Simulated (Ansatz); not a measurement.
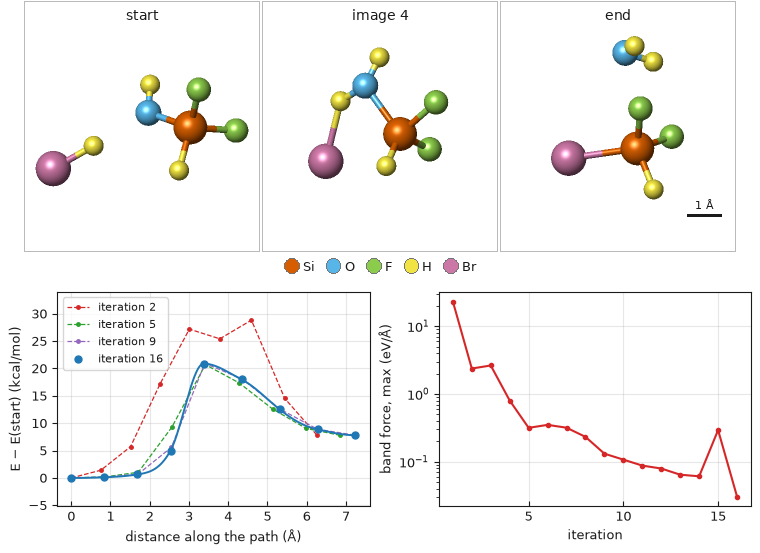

A search for the minimum-energy path of SiH3OBrF2 by the nudged elastic band. Images are numbered from 0 (start) to 8 (end). The plot follows the band through its iterations. Style: ball-and-stick. Shown at a tilt.

Level of theory: RKS BLYP/def2-SVP in Ansatz 0.2.0. Set-up: 7 movable images; climbing image; force threshold 0.05 eV/Å; iteration limit 60; starting path through a guess of the saddle point.

Judge this run.

The result is final at these settings. The band converged in 16 iterations. The largest component of the band force went from 23 to 0.031 eV/Å. The climbing image converged on the top of the path. Its vibrational analysis gives one imaginary mode (215i cm⁻¹), as a transition state must have. The first iteration put the highest image at 140.5 kcal/mol. The energy climbs by 20.9 kcal/mol to image 4 and then falls by 13.1 kcal/mol, so the end point sits at +7.8 kcal/mol.
